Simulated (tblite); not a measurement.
# C7H12BOP: the cost of one run

Computed with tblite 0.8.0 and PySCF 2.14.0, with density-fitted response routines of our own, on a single molecule in the gas phase. Atoms count from 0, in the outputs and in this text.

## (1) The starting structure

22 atoms, charge 0, multiplicity 1; geometry from: force field or distance geometry start.

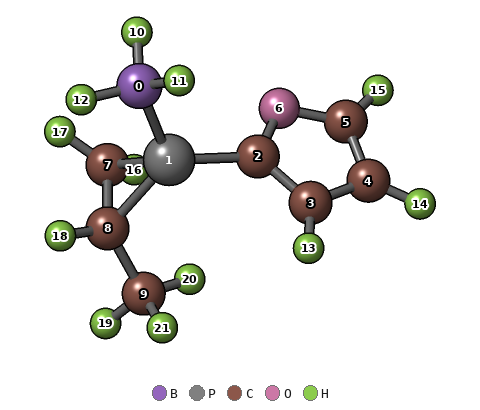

As it starts; boron purple, phosphorus grey, carbon brown, oxygen pink, hydrogen green, atoms numbered.

## (2) Relaxing the molecule with GFN2-xTB

What the job is given:

```
{"job": {"kind": "relax", "xc": "GFN2-xTB", "basis": "xTB"}, "charge": 0, "multiplicity": 1}
B     -0.209200     2.520300     1.109600
P     -0.382100     0.763000     0.434200
C      1.122900    -0.141100     0.041300
C      1.569100    -1.254600     0.680100
C      2.734800    -1.611600     0.048300
C      2.908500    -0.675400    -0.962900
O      1.928000     0.195300    -0.940000
C     -1.433600     0.819100    -1.067100
C     -2.022000     0.046000     0.017100
C     -2.014400    -1.471000    -0.140400
H      0.247100     3.221600     0.266700
H      0.488800     2.518900     2.067900
H     -1.299500     2.932600     1.425000
H      1.114300    -1.769300     1.524200
H      3.378100    -2.438500     0.272000
H      3.731400    -0.646100    -1.652200
H     -1.026400     0.233900    -1.918700
H     -1.916900     1.797500    -1.241400
H     -2.875600     0.527700     0.558700
H     -2.911200    -1.785600    -0.695100
H     -1.116200    -1.823100    -0.688800
H     -2.026500    -1.940200     0.860400
```

Started as:

```
$ OMP_NUM_THREADS=1 python probes_run.py task.json out
```

One launch serves the whole session: the jobs run in the order shown.

**Question.** How long does this first job take on 1 thread of Arm Neoverse V2, shared host, and how much memory does it need?

About 1.6 s, with a peak of 0.18 GiB.
